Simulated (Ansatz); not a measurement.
**Hypothetical cubic perovskite ZrZnO3: pressure series**

The parent structure is ZrZnO₃ in the cubic perovskite structure (space group Pm-3m, No. 221; a = 4.072 Å; a hypothetical phase, not in the database extracts checked).

Cell and atoms are relaxed at each pressure.

Method: PBEsol/PAW in Ansatz (an electronic-structure program), no spin-orbit coupling.

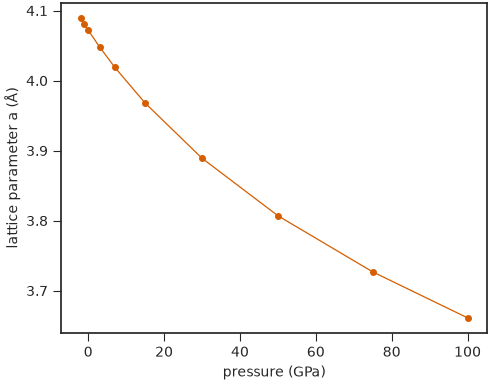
Figure: Lattice parameter a against pressure

| pressure (GPa) | lattice parameter a |
|---|---|
| -2 | 7.727 bohr |
| -1 | 7.711 bohr |
| 3 | 7.650 bohr |
| 7 | 7.595 bohr |
| 15 | 7.498 bohr |
| 30 | 7.349 bohr |
| 50 | 7.194 bohr |
| 75 | 7.043 bohr |
| 100 | 6.919 bohr |

Load acts through the strain it causes; cell and atoms are relaxed under it. No phonon test of stability was made. Competing high-pressure phases were not computed. All final runs are without spin polarisation. Many cubic perovskites are stable only at high temperature; tilts and polar distortions were not tested.
